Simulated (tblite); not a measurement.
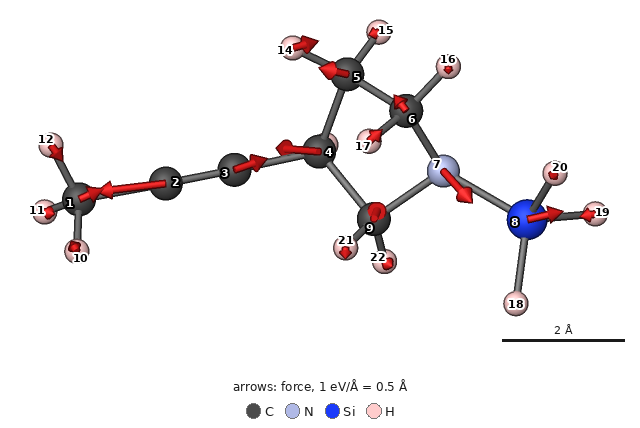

Starting geometry of C7H13NSi with the computed forces as red arrows. Style: ball-and-stick. Shown face on.

Method: tblite 0.8.0, GFN2-xTB geometry optimisation, gas phase. 

**Is this structure relaxed? If not, where do the atoms go?**

It isn't relaxed: the largest force vector, on a C atom, is 2.39 eV/Å. The final displacements have little in common with the starting forces (cosine between the two patterns 0.15). The energy falls by 60.0 kJ/mol in 140 geometry steps. The largest move after the best rigid fit is that of an H atom, 1.07 Å. Largest moves by element: H 1.07 Å, N 0.32 Å, C 0.17 Å, Si 0.08 Å. Near-neighbour distances that change, for instance: C–C 1.490 → 1.448 Å, C–H 1.131 → 1.094 Å, H–Si 1.496 → 1.463 Å, C–C 1.521 → 1.550 Å. Among the angles between lasting bonds that change: C–N–Si 116.0° → 125.5°, H–Si–H 104.9° → 113.2°, C–C–N 98.8° → 105.5°.
